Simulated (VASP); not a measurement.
Band structure of Li$_{3}$Ge (space group Fm-3m). Calculation: PBEsol GGA, VASP's PBE PAW potentials (set 64) (plane waves; VASP 6.6.1).

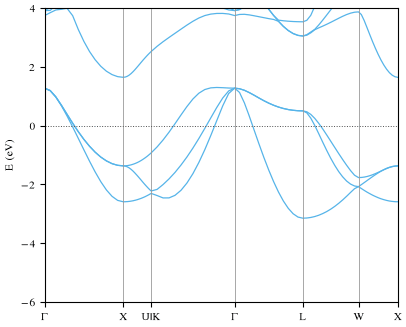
Fig. 1. Bands along high-symmetry lines, zero at the valence-band maximum or, without a gap, the Fermi level

### Question
Read the plot: is there a gap, and where are the band edges?

### Answer
It has no gap at this level: it comes out as a metal or semimetal. (Edges off the drawn lines would not show.)

The structure comes from a computed database's Li3Ge entry (Fm-3m); how it stands against other phases isn't given here. It was relaxed first. The electron count is odd and the run is not spin-polarised, which forces a metal.
